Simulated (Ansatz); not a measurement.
# Ga2F (doublet): wB97M-V, B2PLYP, RPA-PBE over vertical spin and charge gaps and displaced geometries, cc-pVDZ, part 2 of 2

Ansatz 0.2.0, Gaussian basis; cc-pVDZ, all electrons in the functionals, frozen cores in the correlation of double hybrids and RPA. The steps go on from the part before.

### 10 B2PLYP, charge 1, singlet

The input, in.yaml:

```yaml
crystal:
  periodic: [false, false, false]
  atoms:
    - {symbol: F, position_ang: [0.000000, -1.257606, 0.000000]}
    - {symbol: Ga, position_ang: [0.000000, 0.171339, 1.432973]}
    - {symbol: Ga, position_ang: [0.000000, 0.171339, -1.432973]}
basis:
  gaussian: {orbitals: cc-pVDZ}
total_charge: 1
hamiltonian: {xc: {name: B2PLYP}}
correlation: {electrons: outside_noble_gas}
```

On the command line:

```sh
> ansatz run in.yaml --threads 1 --pin off --events-out ev --progress --plain --max-ram 2393MiB
```

Log:

```text
Functional definition: B2PLYP
  name "B2PLYP"
  cite "Grimme, J. Chem. Phys. 124, 034108 (2006) doi:10.1063/1.2148954"
  cite "Becke, Phys. Rev. A 38, 3098 (1988) doi:10.1103/PhysRevA.38.3098"
  cite "Lee, Yang & Parr, Phys. Rev. B 37, 785 (1988) doi:10.1103/PhysRevB.37.785"
  parameter a = 0.53
  parameter c = 0.27
  exchange = (1 - a)*b88_x + a*exact_x
  correlation = (1 - c)*lyp_c + c*(mp2_os + mp2_ss)
783 factors; integrals over basis functions are off by at most 6.0e-4 eV
mean field evaluation 1: about -107427.5092 eV, gradient 8.1e1 eV
mean field evaluation 2: about -107427.6180 eV, gradient 8.1e1 eV
mean field evaluation 4: about -107439.2568 eV, gradient 6.3e0 eV
mean field evaluation 8: about -107439.4863 eV, gradient 4.1e-1 eV
mean field evaluation 16: about -107439.4871 eV, gradient 1.6e-5 eV
mean field evaluation 32: about -107337.1084 eV, gradient 8.8e1 eV
mean field -107439.48708779 eV, -3948.3283253762 hartree, gradient 3.8e-6 eV, S^2 0.000000; 0 other end points of the search recorded, 0 dependent functions left out
29 core orbitals not correlated, not the lowest: weight in the atoms' cores, before any rotation towards them, 0.982 or more for the frozen orbitals, at most 0.018 for the correlated occupied ones
reference -107439.48721560 eV, -3948.3283300733 hartree; 6, 6 occupied and 33, 33 virtual orbitals, 783 factors
second order -9.16133450 eV of doubles, -0.00000000 eV of singles
Total energy: -107441.96077592 eV, -3948.4192317382 hartree
```

Wall time 3.4 s (1 thread of Arm Neoverse V2, shared host).

From charge 0, doublet: +5.900 eV.

### 11 B2PLYP, charge 1, triplet

Changes to in.yaml since step 10:

```diff
@@ -9,2 +9,3 @@
 total_charge: 1
+magnetization: {spin_polarized: true, initial_magnetization: 2}
 hamiltonian: {xc: {name: B2PLYP}}
```

Launched as before.

Log:

```text
Functional definition: B2PLYP
  name "B2PLYP"
  cite "Grimme, J. Chem. Phys. 124, 034108 (2006) doi:10.1063/1.2148954"
  cite "Becke, Phys. Rev. A 38, 3098 (1988) doi:10.1103/PhysRevA.38.3098"
  cite "Lee, Yang & Parr, Phys. Rev. B 37, 785 (1988) doi:10.1103/PhysRevB.37.785"
  parameter a = 0.53
  parameter c = 0.27
  exchange = (1 - a)*b88_x + a*exact_x
  correlation = (1 - c)*lyp_c + c*(mp2_os + mp2_ss)
783 factors; integrals over basis functions are off by at most 6.0e-4 eV
mean field evaluation 1: about -107424.4670 eV, gradient 5.6e1 eV
mean field evaluation 2: about -107424.5035 eV, gradient 5.6e1 eV
mean field evaluation 4: about -107435.8621 eV, gradient 4.4e0 eV
mean field evaluation 8: about -107436.1194 eV, gradient 5.0e-1 eV
mean field evaluation 16: about -107436.1244 eV, gradient 5.1e-4 eV
mean field evaluation 32: about -107436.1234 eV, gradient 4.4e-2 eV
mean field evaluation 64: about -107382.7746 eV, gradient 3.6e1 eV
mean field -107436.12442644 eV, -3948.2047498509 hartree, gradient 2.8e-6 eV, S^2 2.009992; 5 other end points of the search recorded, 0 dependent functions left out
29 core orbitals not correlated, not the lowest: weight in the atoms' cores, before any rotation towards them, 0.985 or more for the frozen orbitals, at most 0.019 for the correlated occupied ones
reference -107436.12455819 eV, -3948.2047546927 hartree; 7, 5 occupied and 32, 34 virtual orbitals, 783 factors
second order -9.12730439 eV of doubles, -0.00000000 eV of singles
Total energy: -107438.58893037 eV, -3948.2953187000 hartree
```

It took 14 s on 1 thread of Arm Neoverse V2, shared host; peak memory 0.31 GiB.

From the report: ⟨S²⟩ of the determinant 2.010 (pure triplet: 2.00).

From charge 0, doublet: +9.271 eV.

### 12 B2PLYP, displaced geometry v1

The input, in.yaml:

```yaml
crystal:
  periodic: [false, false, false]
  atoms:
    - {symbol: F, position_ang: [-0.020373, -1.269498, 0.028568]}
    - {symbol: Ga, position_ang: [-0.021206, 0.143304, 1.450387]}
    - {symbol: Ga, position_ang: [0.026758, 0.202614, -1.458172]}
basis:
  gaussian: {orbitals: cc-pVDZ}
magnetization: {spin_polarized: true, initial_magnetization: 1}
hamiltonian: {xc: {name: B2PLYP}}
correlation: {electrons: outside_noble_gas}
```

Same command.

Log:

```text
Functional definition: B2PLYP
  name "B2PLYP"
  cite "Grimme, J. Chem. Phys. 124, 034108 (2006) doi:10.1063/1.2148954"
  cite "Becke, Phys. Rev. A 38, 3098 (1988) doi:10.1103/PhysRevA.38.3098"
  cite "Lee, Yang & Parr, Phys. Rev. B 37, 785 (1988) doi:10.1103/PhysRevB.37.785"
  parameter a = 0.53
  parameter c = 0.27
  exchange = (1 - a)*b88_x + a*exact_x
  correlation = (1 - c)*lyp_c + c*(mp2_os + mp2_ss)
784 factors; integrals over basis functions are off by at most 6.5e-4 eV
mean field evaluation 1: about -107443.2606 eV, gradient 2.3e1 eV
mean field evaluation 2: about -107443.2716 eV, gradient 2.3e1 eV
mean field evaluation 4: about -107445.3181 eV, gradient 7.8e-1 eV
mean field evaluation 8: about -107445.3330 eV, gradient 4.1e-2 eV
mean field evaluation 16: about -107445.3331 eV, gradient 1.4e-4 eV
mean field -107445.33306881 eV, -3948.5431612163 hartree, gradient 5.5e-6 eV, S^2 0.764043; 2 other end points of the search recorded, 0 dependent functions left out
29 core orbitals not correlated, not the lowest: weight in the atoms' cores, before any rotation towards them, 0.989 or more for the frozen orbitals, at most 0.015 for the correlated occupied ones
reference -107445.33319683 eV, -3948.5431659210 hartree; 7, 6 occupied and 32, 33 virtual orbitals, 784 factors
second order -9.34260344 eV of doubles, -0.00000000 eV of singles
Total energy: -107447.85569976 eV, -3948.6358661939 hartree
```

Run time: 5.5 s. Hardware: 1 thread of Arm Neoverse V2, shared host.

From the report: ⟨S²⟩ of the determinant 0.764 (pure doublet: 0.75).

From charge 0, doublet: +0.005 eV.

### 13 B2PLYP, displaced geometry v2

The input, in.yaml:

```yaml
crystal:
  periodic: [false, false, false]
  atoms:
    - {symbol: F, position_ang: [0.111388, -1.250708, -0.006604]}
    - {symbol: Ga, position_ang: [-0.053486, 0.186611, 1.437963]}
    - {symbol: Ga, position_ang: [0.023134, 0.154187, -1.436163]}
basis:
  gaussian: {orbitals: cc-pVDZ}
magnetization: {spin_polarized: true, initial_magnetization: 1}
hamiltonian: {xc: {name: B2PLYP}}
correlation: {electrons: outside_noble_gas}
```

Launched as before.

Log:

```text
Functional definition: B2PLYP
  name "B2PLYP"
  cite "Grimme, J. Chem. Phys. 124, 034108 (2006) doi:10.1063/1.2148954"
  cite "Becke, Phys. Rev. A 38, 3098 (1988) doi:10.1103/PhysRevA.38.3098"
  cite "Lee, Yang & Parr, Phys. Rev. B 37, 785 (1988) doi:10.1103/PhysRevB.37.785"
  parameter a = 0.53
  parameter c = 0.27
  exchange = (1 - a)*b88_x + a*exact_x
  correlation = (1 - c)*lyp_c + c*(mp2_os + mp2_ss)
784 factors; integrals over basis functions are off by at most 6.1e-4 eV
mean field evaluation 1: about -107443.3303 eV, gradient 2.3e1 eV
mean field evaluation 2: about -107443.3419 eV, gradient 2.3e1 eV
mean field evaluation 4: about -107445.3248 eV, gradient 7.7e-1 eV
mean field evaluation 8: about -107445.3398 eV, gradient 3.9e-2 eV
mean field evaluation 16: about -107445.3399 eV, gradient 1.3e-4 eV
mean field -107445.33985286 eV, -3948.5434105255 hartree, gradient 5.0e-6 eV, S^2 0.764471; 2 other end points of the search recorded, 0 dependent functions left out
29 core orbitals not correlated, not the lowest: weight in the atoms' cores, before any rotation towards them, 0.987 or more for the frozen orbitals, at most 0.016 for the correlated occupied ones
reference -107445.33998036 eV, -3948.5434152109 hartree; 7, 6 occupied and 32, 33 virtual orbitals, 784 factors
second order -9.33577865 eV of doubles, -0.00000000 eV of singles
Total energy: -107447.86064059 eV, -3948.6360477660 hartree
```

Run time: 5.5 s. Hardware: 1 thread of Arm Neoverse V2, shared host.

From the report: ⟨S²⟩ of the determinant 0.764 (pure doublet: 0.75).

From charge 0, doublet: 0.000 eV.

### 14 RPA-PBE, charge 0, doublet

The input, in.yaml:

```yaml
crystal:
  periodic: [false, false, false]
  atoms:
    - {symbol: F, position_ang: [0.000000, -1.257606, 0.000000]}
    - {symbol: Ga, position_ang: [0.000000, 0.171339, 1.432973]}
    - {symbol: Ga, position_ang: [0.000000, 0.171339, -1.432973]}
basis:
  gaussian: {orbitals: cc-pVDZ}
magnetization: {spin_polarized: true, initial_magnetization: 1}
hamiltonian: {xc: {name: PBE}}
correlation: {method: rpa, electrons: outside_noble_gas}
```

Same command.

Log:

```text
Functional definition: PBE
  name "PBE"
  cite "Perdew, Burke & Ernzerhof, Phys. Rev. Lett. 77, 3865 (1996) doi:10.1103/PhysRevLett.77.3865"
  parent pbe
  parameter kappa = 0.804
  parameter beta = 0.06672455060314922
  exchange = pbe_x(kappa = kappa, mu = beta*pi^2/3)
  correlation = pbe_c(beta = beta)
783 factors; integrals over basis functions are off by at most 6.0e-4 eV
mean field evaluation 1: about -107451.8480 eV, gradient 2.6e1 eV
mean field evaluation 2: about -107451.8487 eV, gradient 2.6e1 eV
mean field evaluation 4: about -107454.0326 eV, gradient 4.2e0 eV
mean field evaluation 8: about -107454.1135 eV, gradient 1.1e-1 eV
mean field evaluation 16: about -107454.1136 eV, gradient 8.0e-6 eV
mean field evaluation 32: about -107454.1107 eV, gradient 2.1e-1 eV
mean field evaluation 64: about -107443.2422 eV, gradient 1.1e1 eV
mean field -107454.11358594 eV, -3948.8658392691 hartree, gradient 8.0e-6 eV, S^2 0.753318; 6 other end points of the search recorded, 0 dependent functions left out
29 core orbitals not correlated, not the lowest: weight in the atoms' cores, before any rotation towards them, 0.985 or more for the frozen orbitals, at most 0.014 for the correlated occupied ones
reference -107372.64174873 eV, -3945.8718044754 hartree; 7, 6 occupied and 32, 33 virtual orbitals, 783 factors
Total energy: -107385.19081539 eV, -3946.3329741689 hartree
```

Run time: 9 s. Hardware: 1 thread of Arm Neoverse V2, shared host.

From the report: ⟨S²⟩ of the determinant 0.753 (pure doublet: 0.75).

### 15 RPA-PBE, charge 0, quartet

Changes to in.yaml since step 14:

```diff
@@ -8,3 +8,3 @@
   gaussian: {orbitals: cc-pVDZ}
-magnetization: {spin_polarized: true, initial_magnetization: 1}
+magnetization: {spin_polarized: true, initial_magnetization: 3}
 hamiltonian: {xc: {name: PBE}}
```

The command is unchanged.

Log:

```text
Functional definition: PBE
  name "PBE"
  cite "Perdew, Burke & Ernzerhof, Phys. Rev. Lett. 77, 3865 (1996) doi:10.1103/PhysRevLett.77.3865"
  parent pbe
  parameter kappa = 0.804
  parameter beta = 0.06672455060314922
  exchange = pbe_x(kappa = kappa, mu = beta*pi^2/3)
  correlation = pbe_c(beta = beta)
783 factors; integrals over basis functions are off by at most 6.0e-4 eV
mean field evaluation 1: about -107448.7864 eV, gradient 2.3e1 eV
mean field evaluation 2: about -107448.7872 eV, gradient 2.3e1 eV
mean field evaluation 4: about -107450.6585 eV, gradient 4.5e0 eV
mean field evaluation 8: about -107450.7478 eV, gradient 3.6e-1 eV
mean field evaluation 16: about -107450.7487 eV, gradient 1.8e-5 eV
mean field evaluation 32: about -107449.8412 eV, gradient 2.4e-1 eV
mean field evaluation 64: about -107450.5535 eV, gradient 1.9e0 eV
mean field evaluation 96: about -107450.6714 eV, gradient 5.1e-1 eV
mean field evaluation 128: about -107445.5414 eV, gradient 1.1e1 eV
mean field evaluation 160: about -107450.7198 eV, gradient 5.1e-1 eV
mean field -107450.74869723 eV, -3948.7421818897 hartree, gradient 6.7e-7 eV, S^2 3.752349; 13 other end points of the search recorded, 0 dependent functions left out
29 core orbitals not correlated, not the lowest: weight in the atoms' cores, before any rotation towards them, 0.984 or more for the frozen orbitals, at most 0.015 for the correlated occupied ones
reference -107369.18481293 eV, -3945.7447644277 hartree; 8, 5 occupied and 31, 34 virtual orbitals, 783 factors
Total energy: -107382.15312341 eV, -3946.2213410475 hartree
```

Run time: 22 s. Hardware: 1 thread of Arm Neoverse V2, shared host.

From the report: ⟨S²⟩ of the determinant 3.752 (pure quartet: 3.75).

From charge 0, doublet: +3.038 eV.

### 16 RPA-PBE, charge 1, singlet

Changes to in.yaml since step 15:

```diff
@@ -8,3 +8,3 @@
   gaussian: {orbitals: cc-pVDZ}
-magnetization: {spin_polarized: true, initial_magnetization: 3}
+total_charge: 1
 hamiltonian: {xc: {name: PBE}}
```

Launched as before.

Log:

```text
Functional definition: PBE
  name "PBE"
  cite "Perdew, Burke & Ernzerhof, Phys. Rev. Lett. 77, 3865 (1996) doi:10.1103/PhysRevLett.77.3865"
  parent pbe
  parameter kappa = 0.804
  parameter beta = 0.06672455060314922
  exchange = pbe_x(kappa = kappa, mu = beta*pi^2/3)
  correlation = pbe_c(beta = beta)
783 factors; integrals over basis functions are off by at most 6.0e-4 eV
mean field evaluation 1: about -107429.5474 eV, gradient 1.0e2 eV
mean field evaluation 2: about -107429.5436 eV, gradient 1.0e2 eV
mean field evaluation 4: about -107441.4150 eV, gradient 5.1e1 eV
mean field evaluation 8: about -107448.0026 eV, gradient 4.7e-1 eV
mean field evaluation 16: about -107447.9971 eV, gradient 3.3e-6 eV
mean field -107447.99714367 eV, -3948.6410641614 hartree, gradient 3.2e-6 eV, S^2 0.000000; 0 other end points of the search recorded, 0 dependent functions left out
29 core orbitals not correlated, not the lowest: weight in the atoms' cores, before any rotation towards them, 0.982 or more for the frozen orbitals, at most 0.016 for the correlated occupied ones
reference -107367.18306839 eV, -3945.6712016728 hartree; 6, 6 occupied and 33, 33 virtual orbitals, 783 factors
Total energy: -107379.23914755 eV, -3946.1142544100 hartree
```

Wall time 2.2 s (1 thread of Arm Neoverse V2, shared host).

From charge 0, doublet: +5.952 eV.

### 17 RPA-PBE, charge 1, triplet

Changes to in.yaml since step 16:

```diff
@@ -9,2 +9,3 @@
 total_charge: 1
+magnetization: {spin_polarized: true, initial_magnetization: 2}
 hamiltonian: {xc: {name: PBE}}
```

Same command.

Log:

```text
Functional definition: PBE
  name "PBE"
  cite "Perdew, Burke & Ernzerhof, Phys. Rev. Lett. 77, 3865 (1996) doi:10.1103/PhysRevLett.77.3865"
  parent pbe
  parameter kappa = 0.804
  parameter beta = 0.06672455060314922
  exchange = pbe_x(kappa = kappa, mu = beta*pi^2/3)
  correlation = pbe_c(beta = beta)
783 factors; integrals over basis functions are off by at most 6.0e-4 eV
mean field evaluation 1: about -107426.4886 eV, gradient 7.0e1 eV
mean field evaluation 2: about -107426.4847 eV, gradient 7.0e1 eV
mean field evaluation 4: about -107439.3188 eV, gradient 3.2e1 eV
mean field evaluation 8: about -107444.7849 eV, gradient 1.8e-1 eV
mean field evaluation 16: about -107444.7802 eV, gradient 5.7e-5 eV
mean field evaluation 32: about -107443.8230 eV, gradient 3.7e-6 eV
mean field evaluation 64: about -107444.6848 eV, gradient 8.7e-1 eV
mean field evaluation 96: about -107424.3279 eV, gradient 5.2e1 eV
mean field -107444.78020065 eV, -3948.5228436860 hartree, gradient 6.1e-7 eV, S^2 2.002785; 10 other end points of the search recorded, 0 dependent functions left out
29 core orbitals not correlated, not the lowest: weight in the atoms' cores, before any rotation towards them, 0.986 or more for the frozen orbitals, at most 0.016 for the correlated occupied ones
reference -107363.98114220 eV, -3945.5535330556 hartree; 7, 5 occupied and 32, 34 virtual orbitals, 783 factors
Total energy: -107376.15036619 eV, -3946.0007437887 hartree
```

Run time: 14 s. Hardware: 1 thread of Arm Neoverse V2, shared host.

From the report: ⟨S²⟩ of the determinant 2.003 (pure triplet: 2.00).

From charge 0, doublet: +9.040 eV.

### 18 RPA-PBE, displaced geometry v1

The input, in.yaml:

```yaml
crystal:
  periodic: [false, false, false]
  atoms:
    - {symbol: F, position_ang: [-0.020373, -1.269498, 0.028568]}
    - {symbol: Ga, position_ang: [-0.021206, 0.143304, 1.450387]}
    - {symbol: Ga, position_ang: [0.026758, 0.202614, -1.458172]}
basis:
  gaussian: {orbitals: cc-pVDZ}
magnetization: {spin_polarized: true, initial_magnetization: 1}
hamiltonian: {xc: {name: PBE}}
correlation: {method: rpa, electrons: outside_noble_gas}
```

Launched as before.

Log:

```text
Functional definition: PBE
  name "PBE"
  cite "Perdew, Burke & Ernzerhof, Phys. Rev. Lett. 77, 3865 (1996) doi:10.1103/PhysRevLett.77.3865"
  parent pbe
  parameter kappa = 0.804
  parameter beta = 0.06672455060314922
  exchange = pbe_x(kappa = kappa, mu = beta*pi^2/3)
  correlation = pbe_c(beta = beta)
784 factors; integrals over basis functions are off by at most 6.5e-4 eV
mean field evaluation 1: about -107451.7666 eV, gradient 2.6e1 eV
mean field evaluation 2: about -107451.7663 eV, gradient 2.6e1 eV
mean field evaluation 4: about -107454.0220 eV, gradient 4.8e0 eV
mean field evaluation 8: about -107454.1125 eV, gradient 1.4e-1 eV
mean field evaluation 16: about -107454.1126 eV, gradient 3.4e-5 eV
mean field evaluation 32: about -107453.6035 eV, gradient 4.0e-1 eV
mean field evaluation 64: about -107420.4190 eV, gradient 3.9e1 eV
mean field -107454.11261884 eV, -3948.8658037290 hartree, gradient 5.9e-7 eV, S^2 0.753205; 6 other end points of the search recorded, 0 dependent functions left out
29 core orbitals not correlated, not the lowest: weight in the atoms' cores, before any rotation towards them, 0.991 or more for the frozen orbitals, at most 0.013 for the correlated occupied ones
reference -107372.62945482 eV, -3945.8713526824 hartree; 7, 6 occupied and 32, 33 virtual orbitals, 784 factors
Total energy: -107385.19718415 eV, -3946.3332082167 hartree
```

Run time: 9.5 s. Hardware: 1 thread of Arm Neoverse V2, shared host.

From the report: ⟨S²⟩ of the determinant 0.753 (pure doublet: 0.75).

From charge 0, doublet: -0.006 eV.

### 19 RPA-PBE, displaced geometry v2

The input, in.yaml:

```yaml
crystal:
  periodic: [false, false, false]
  atoms:
    - {symbol: F, position_ang: [0.111388, -1.250708, -0.006604]}
    - {symbol: Ga, position_ang: [-0.053486, 0.186611, 1.437963]}
    - {symbol: Ga, position_ang: [0.023134, 0.154187, -1.436163]}
basis:
  gaussian: {orbitals: cc-pVDZ}
magnetization: {spin_polarized: true, initial_magnetization: 1}
hamiltonian: {xc: {name: PBE}}
correlation: {method: rpa, electrons: outside_noble_gas}
```

The command is unchanged.

Log:

```text
Functional definition: PBE
  name "PBE"
  cite "Perdew, Burke & Ernzerhof, Phys. Rev. Lett. 77, 3865 (1996) doi:10.1103/PhysRevLett.77.3865"
  parent pbe
  parameter kappa = 0.804
  parameter beta = 0.06672455060314922
  exchange = pbe_x(kappa = kappa, mu = beta*pi^2/3)
  correlation = pbe_c(beta = beta)
784 factors; integrals over basis functions are off by at most 6.1e-4 eV
mean field evaluation 1: about -107451.8439 eV, gradient 2.6e1 eV
mean field evaluation 2: about -107451.8445 eV, gradient 2.6e1 eV
mean field evaluation 4: about -107454.0323 eV, gradient 4.2e0 eV
mean field evaluation 8: about -107454.1135 eV, gradient 1.1e-1 eV
mean field evaluation 16: about -107454.1136 eV, gradient 3.4e-5 eV
mean field evaluation 32: about -107453.6035 eV, gradient 3.9e-1 eV
mean field evaluation 64: about -107443.3978 eV, gradient 1.1e1 eV
mean field -107454.11357985 eV, -3948.8658390453 hartree, gradient 2.4e-6 eV, S^2 0.753290; 6 other end points of the search recorded, 0 dependent functions left out
29 core orbitals not correlated, not the lowest: weight in the atoms' cores, before any rotation towards them, 0.986 or more for the frozen orbitals, at most 0.014 for the correlated occupied ones
reference -107372.64291447 eV, -3945.8718473153 hartree; 7, 6 occupied and 32, 33 virtual orbitals, 784 factors
Total energy: -107385.19294339 eV, -3946.3330523716 hartree
```

It took 9 s on 1 thread of Arm Neoverse V2, shared host.

From the report: ⟨S²⟩ of the determinant 0.753 (pure doublet: 0.75).

From charge 0, doublet: -0.002 eV.

### 20 The comparison

The yardstick is UCCSDT(Q), where the cluster series has nearly closed. It comes from earlier runs at the same points. Energies in eV, counted from charge 0, doublet; blanks weren't run or aren't comparable.

```tsv
level	doublet to quartet	ionisation to the singlet cation	ionisation to the triplet cation	displacement v1	displacement v2
UCCSDT(Q)	2.938	5.786	8.918	0.003	-0.001
wB97M-V	3.715	5.952	9.592	0.015	0.001
B2PLYP	3.514	5.900	9.271	0.005	0.000
RPA-PBE	3.038	5.952	9.040	-0.006	-0.002
```

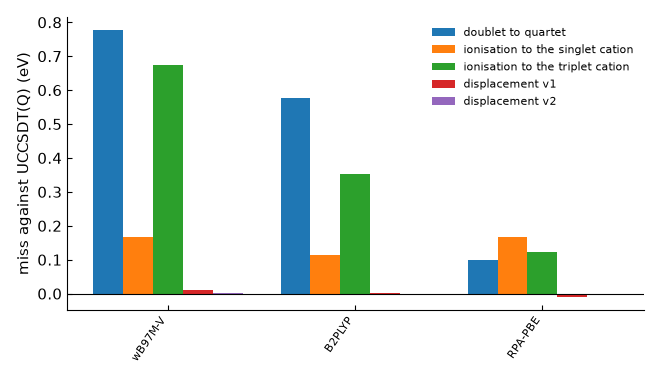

Misses of the gaps against UCCSDT(Q).

Largest miss and mean time a point (UCCSDT(Q) took 66 s a point; shared hosts):

```tsv
level	largest miss (eV)	where	time a point
wB97M-V	+0.777	doublet to quartet	23 s
B2PLYP	+0.576	doublet to quartet	7.5 s
RPA-PBE	+0.166	ionisation to the singlet cation	11 s
```

### 21 Results

This closing draws on all 2 parts.

| quantity | value |
| --- | --- |
| doublet to quartet, UCCSDT(Q) | 2.938 eV |
| ionisation to the singlet cation, UCCSDT(Q) | 5.786 eV |
| ionisation to the triplet cation, UCCSDT(Q) | 8.918 eV |
| displacement v1, UCCSDT(Q) | 0.003 eV |
| displacement v2, UCCSDT(Q) | -0.001 eV |
| largest miss, wB97M-V | +0.777 eV (doublet to quartet) |
| largest miss, B2PLYP | +0.576 eV (doublet to quartet) |
| largest miss, RPA-PBE | +0.166 eV (ionisation to the singlet cation) |

In words: Of the functionals, RPA-PBE keep the smallest largest miss at the points compared (at most 0.166 eV) and wB97M-V strays most (0.777 eV, at doublet to quartet). Functionals and the yardstick converge differently with the basis, so part of each miss in cc-pVDZ is the basis.
